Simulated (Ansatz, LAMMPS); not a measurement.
# Electronic structure of ionic liquid ethylpyridinium Br- with water at 450 K (195 atoms), part 2 of 2

What does DFT give for ionic liquid ethylpyridinium Br- with water at 450 K (195 atoms) as built?

Ansatz 0.2.0; Kohn-Sham DFT, PBE+D3(BJ), PAW (set soft_2), plane waves.

The cell: 63 C, 9 N, 106 H, 8 O and 9 Br. The network of contacts between molecules at the start is that of the classical potential that made the cell. The density was typed from a rule of thumb and may lie off the real one at this temperature. Only the Γ point is sampled, in a cell whose shortest periodic width is 13 Å.

So far. Step 3 (Plane-wave single point): Between -23 and -10 eV lie 164 more states.

## 3. Plane-wave single point (continued)

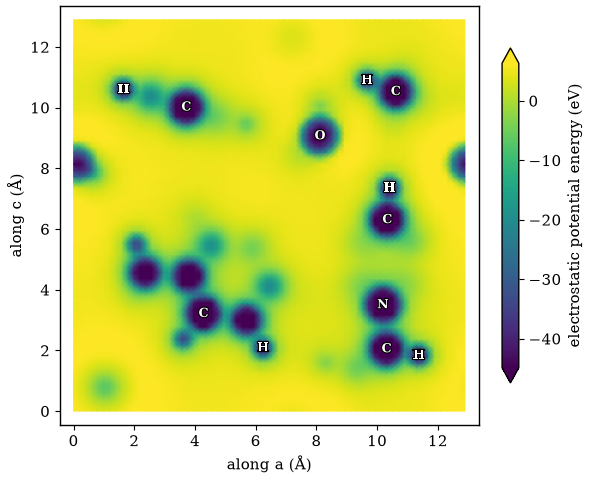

Electrostatic potential energy in the ac plane at fractional y = 0.072, with atoms of C and H and N and O within 0.2 Å of it. With pseudopotentials it is smooth inside the atoms' cores, unlike the true potential. The map starts off the cell's origin, so that atoms lie inside it.

Mean intrinsic-atomic-orbital charges: Br -0.76, C -0.18, H +0.23, N +0.06, O -0.81 e. The largest share in the top eV of filled states is Br p (94 % of the projected weight), and in the lowest eV of empty states C p (81 % of the projected weight).

## 4. Distances and neighbours

These statistics describe the geometry on which the runs were made.

Density 1.42 g/cm³, 10.98 Å³ an atom.

Pair distribution functions g(r), in bins of 0.2 Å:

| r (Å) | total | H-H | H-C | H-Br | H-N | H-O | C-C |
| --- | --- | --- | --- | --- | --- | --- | --- |
| 0.90 | 0.33 | 0.00 | 0.00 | 0.00 | 0.00 | 7.40 | 0.00 |
| 1.10 | 3.81 | 0.00 | 9.76 | 0.00 | 0.00 | 8.60 | 0.00 |
| 1.30 | 1.04 | 0.00 | 0.00 | 0.00 | 0.00 | 0.00 | 6.00 |
| 1.50 | 0.64 | 0.12 | 0.00 | 0.00 | 0.00 | 0.00 | 3.79 |
| 1.70 | 0.47 | 1.48 | 0.00 | 0.00 | 0.00 | 0.64 | 0.00 |
| 1.90 | 0.24 | 0.66 | 0.03 | 0.00 | 0.69 | 0.00 | 0.00 |
| 2.10 | 1.38 | 0.54 | 2.46 | 0.39 | 6.54 | 0.23 | 0.00 |
| 2.30 | 1.00 | 1.02 | 0.83 | 0.34 | 0.35 | 0.18 | 2.27 |
| 2.50 | 1.08 | 1.75 | 0.39 | 0.70 | 0.85 | 1.79 | 1.79 |
| 2.70 | 0.73 | 0.90 | 0.60 | 0.35 | 0.85 | 1.09 | 0.86 |
| 2.90 | 0.68 | 0.95 | 0.55 | 1.36 | 0.53 | 1.20 | 0.26 |
| 3.10 | 0.85 | 1.06 | 0.87 | 2.03 | 0.38 | 1.47 | 0.22 |
| 3.30 | 1.21 | 0.81 | 1.66 | 1.73 | 1.79 | 1.36 | 0.70 |
| 3.50 | 1.04 | 0.95 | 1.04 | 1.69 | 0.96 | 1.16 | 0.77 |
| 3.70 | 1.09 | 1.00 | 1.23 | 1.44 | 0.71 | 0.88 | 1.03 |
| 3.90 | 1.00 | 0.83 | 1.08 | 1.06 | 1.05 | 0.79 | 0.98 |
| 4.10 | 1.01 | 1.07 | 0.96 | 1.39 | 0.75 | 0.71 | 1.02 |
| 4.30 | 1.04 | 1.17 | 0.91 | 0.87 | 0.83 | 0.97 | 0.93 |
| 4.50 | 1.05 | 0.93 | 1.14 | 0.79 | 1.02 | 1.05 | 1.08 |
| 4.70 | 0.93 | 0.83 | 0.98 | 1.18 | 0.93 | 1.00 | 0.80 |
| 4.90 | 0.91 | 1.10 | 0.83 | 0.97 | 0.78 | 1.00 | 0.69 |
| 5.10 | 0.94 | 0.91 | 0.89 | 0.93 | 1.09 | 1.09 | 0.81 |
| 5.30 | 1.01 | 1.09 | 0.90 | 1.15 | 0.92 | 1.00 | 0.90 |
| 5.50 | 0.91 | 0.86 | 0.88 | 1.33 | 1.18 | 0.80 | 0.75 |
| 5.70 | 0.93 | 0.94 | 0.89 | 1.07 | 1.14 | 0.99 | 0.94 |
| 5.90 | 0.97 | 0.98 | 1.00 | 0.77 | 1.05 | 0.90 | 0.90 |
| 6.10 | 0.97 | 1.04 | 1.06 | 0.55 | 0.77 | 0.95 | 0.84 |
| 6.30 | 1.00 | 1.08 | 0.97 | 0.97 | 0.92 | 1.02 | 1.03 |

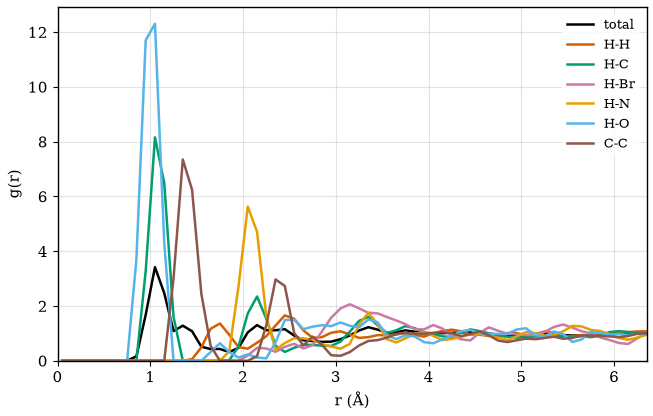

Pair distribution functions, lightly smoothed.

Bonds by pair of elements; cutoffs follow the first minimum of g(r), held within bounds set by covalent radii, and pairs that aren't listed don't count as bonded:

| pair A-B | cutoff (Å) | bonds | mean length (Å) | spread (Å) | shortest (Å) | B about A | A about B |
| --- | --- | --- | --- | --- | --- | --- | --- |
| H-C | 1.34 | 90 | 1.09 | 0.035 | 1.01 | 0.849 | 1.43 |
| H-O | 1.21 | 16 | 1 | 0 | 1 | 0.151 | 2 |
| C-C | 1.85 | 45 | 1.41 | 0.062 | 1.30 | 1.43 | 1.43 |
| C-N | 1.79 | 27 | 1.39 | 0.061 | 1.30 | 0.429 | 3 |

How many atoms have how many bonded neighbours:

| element | mean | 0 | 1 | 2 | 3 | 4 |
| --- | --- | --- | --- | --- | --- | --- |
| Br | 0 | 9 | 0 | 0 | 0 | 0 |
| C | 3.29 | 0 | 0 | 0 | 45 | 18 |
| H | 1 | 0 | 106 | 0 | 0 | 0 |
| N | 3 | 0 | 0 | 0 | 9 | 0 |
| O | 2 | 0 | 0 | 8 | 0 | 0 |

Bond angles (no mean is given where the spread exceeds 20°):

| angle | count | mean (°) | spread (°) |
| --- | --- | --- | --- |
| C-C-H | 117 | 117 | 6.5 |
| H-C-H | 36 | 108 | 6.8 |
| H-C-N | 36 | 112 | 6.7 |
| C-C-N | 27 | 117 | 5.8 |
| C-N-C | 27 | 120 | 2.8 |

Bond length by coordination (bonds to H left out):

| element | coordination | atoms | mean bond length (Å) |
| --- | --- | --- | --- |
| C | 3 | 45 | 1.38 |
| C | 4 | 18 | 1.49 |

Rings of the network by King's shortest-path rule, up to 12 atoms, one path for each pair of neighbours; H, halogens, alkali and alkaline-earth atoms are left out, and the last column divides by all other atoms, bonded or not:

| ring size (atoms) | rings | per network atom |
| --- | --- | --- |
| 6 | 9 | 0.112 |

With the cutoffs above, 71 % of C atoms have 3, all H atoms have 1 and all N atoms have 3 bonded neighbours. The C-C-H angle averages 117° with a spread of 6°. All rings counted have 6 atoms.

The surroundings of H66, picked at random, nearest first, numbered as they follow in the input and with coordinates relative to it.

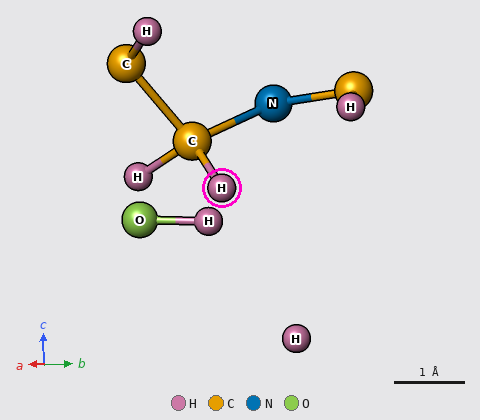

The atoms of the table, within 2.5 Å (arrows a, b, c point along x, y, z); some may hide others; the central atom is ringed.

| atom | x | y | z | distance (Å) | bonds | intrinsic-atomic-orbital charge (e) | Fx | Fy | Fz (eV/Å) |
| --- | --- | --- | --- | --- | --- | --- | --- | --- | --- |
| H66 | 0.00 | 0.00 | 0.00 | 0.00 | 1 | 0.19 | -0.26 | -0.92 | 0.70 |
| C56 | -0.57 | -0.69 | 0.68 | 1.13 | 4 | -0.22 | 1.06 | -0.62 | -0.25 |
| H67 | -0.80 | -1.65 | 0.19 | 1.84 | 1 | 0.22 | -1.34 | 0.85 | -0.96 |
| N57 | -1.72 | 0.09 | 1.19 | 2.10 | 3 | 0.05 | 0.35 | -0.24 | -1.00 |
| H72 | -0.61 | 1.78 | 1.12 | 2.19 | 1 | 0.22 | 1.50 | 0.64 | -0.30 |
| C55 | 0.20 | -1.35 | 1.81 | 2.27 | 4 | -0.51 | 0.17 | 1.40 | 1.13 |
| H185 | 2.24 | 0.76 | -0.47 | 2.41 | 1 | 0.37 | 0.40 | -1.11 | 0.06 |
| H143 | 0.18 | 1.19 | -2.18 | 2.49 | 1 | 0.23 | 1.51 | -0.82 | 2.38 |
| C62 | -1.57 | 1.41 | 1.34 | 2.50 | 3 | -0.05 | 1.20 | -1.13 | -0.61 |
| O184 | 2.47 | -0.22 | -0.42 | 2.52 | 2 | -0.80 | 0.07 | 0.53 | -0.43 |
| H63 | 0.92 | -0.70 | 2.27 | 2.55 | 1 | 0.17 | 1.09 | 0.80 | -0.02 |

The column of bonds counts only the pairs H-C within 1.34 Å, H-O within 1.21 Å, C-C within 1.85 Å, C-N within 1.79 Å; other neighbours, such as metal atoms beside each other in a compound, aren't counted, and periodic images can show an atom twice.

## 5. Outcome

| Quantity | Value |
| --- | --- |
| free energy per atom | -259.2767 eV/atom |
| pressure | 1.436 GPa |
| r.m.s. force component | 1.026 eV/Å |
| gap (highest filled to lowest empty level) | 1.384 eV |
| wall time of the 1 DFT run | 13 s |

In words: Between filled and empty levels lie 1.38 eV (at Γ alone); a semilocal functional tends to put such gaps too low. In a disordered cell it changes from sample to sample and from frame to frame. With the cutoffs above, 71 % of C atoms have 3, all H atoms have 1 and all N atoms have 3 bonded neighbours.

**Limits.** The force components of 1.0 eV/Å r.m.s. hold both thermal displacement and the mismatch between the potential that made the cell and DFT, above all in bond lengths inside molecules. The pressure of a single frame lacks the kinetic term.

[Hosts, paths, dates, database ids (printed as entryN), source tags and the programs' standing remarks are cut or masked in the printed files.]
